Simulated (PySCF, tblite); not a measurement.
# C₅H₅NO₂Si: geometry, infrared bands and NMR shifts

What infrared bands and NMR shifts should C₅H₅NO₂Si (`N#C[Si@@H](C=O)/C=C\C=O`) show?

The runs use tblite 0.8.0 and PySCF 2.14.0, with density-fitted response routines of our own; the level of theory stands in each step. All values are computed, except where a source is named. Atoms are numbered from 0 throughout.

## 1. Starting geometry

14 atoms, charge 0, multiplicity 1; geometry from: force field or distance geometry start.

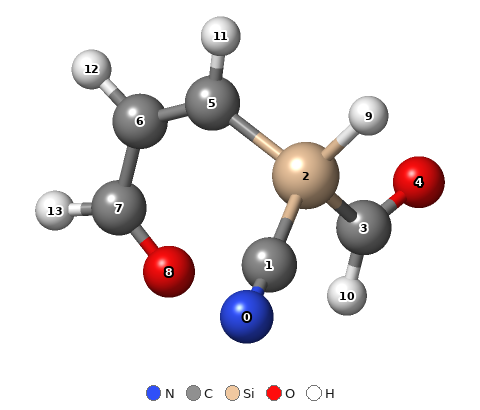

The starting geometry (nitrogen blue, carbon grey, silicon light orange, oxygen red, hydrogen white), atoms numbered.

## 2. Relaxing the molecule with GFN2-xTB

The job: settings as JSON, then the geometry in Å.

```
{"job": {"kind": "relax", "xc": "GFN2-xTB", "basis": "xTB"}, "charge": 0, "multiplicity": 1}
N     -2.277300     2.507800    -0.150300
C     -1.849200     1.469300     0.089500
Si    -1.134900    -0.233200     0.552900
C     -1.310900    -1.420400    -0.896300
O     -1.377800    -2.629700    -0.645800
C      0.599200    -0.098100     1.182200
C      1.731500     0.236600     0.529500
C      1.837800     0.579600    -0.905900
O      0.881800     0.527800    -1.673400
H     -1.925800    -0.740000     1.721900
H     -1.347000    -1.000000    -1.902400
H      0.655600    -0.336600     2.244500
H      2.671300     0.267700     1.077700
H      2.845000     0.868800    -1.246400
```

Command:

```sh
$ OMP_NUM_THREADS=1 python probes_run.py task.json out
```

This one command runs all jobs of the session in turn.

**Question.** This job is followed by: GFN2-xTB harmonic vibrations, gas phase; GIAO PBE0/pcSseg-1 NMR shielding, non-relativistic, gas phase. What will the session give for the following? strongest single infrared mode (GFN2-xTB); zero-point energy (GFN2-xTB); 13C shifts against TMS (PBE0/pcSseg-1); 1H shifts against TMS (PBE0/pcSseg-1); 15N shifts against NH3 (PBE0/pcSseg-1); 29Si shifts against TMS (PBE0/pcSseg-1); 17O shifts against H2O (PBE0/pcSseg-1).

**Answer**, as computed:

| quantity | value |
| --- | --- |
| strongest single infrared mode (GFN2-xTB) | 2149 cm⁻¹, 309 km/mol |
| zero-point energy (GFN2-xTB) | 53.6 kcal/mol |
| 13C shifts against TMS (PBE0/pcSseg-1) | 233.8, 198.2, 162.7, 147.9, 121.7 ppm |
| 1H shifts against TMS (PBE0/pcSseg-1) | 12.07, 9.60, 7.48, 7.45, 4.67 ppm |
| 15N shifts against NH3 (PBE0/pcSseg-1) | 359.8 ppm |
| 29Si shifts against TMS (PBE0/pcSseg-1) | -86.5 ppm |
| 17O shifts against H2O (PBE0/pcSseg-1) | 855.2, 621.7 ppm |

The optimisation took 111 steps and gained 0.398 eV; among the close pairs (by a distance rule), Si2–C3 changed most, from 1.882 to 1.929 Å. All 36 modes are real, so the xTB geometry is a minimum. The strongest single mode, at 2149 cm⁻¹, moves mainly H9. GFN2-xTB is a fitted tight-binding method: band positions and strengths are rough. Its intensities can rank the bands wrongly. At PBE0/pcSseg-1: The largest span, 1877 ppm, is at O4, where the paramagnetic term is -919 ppm.
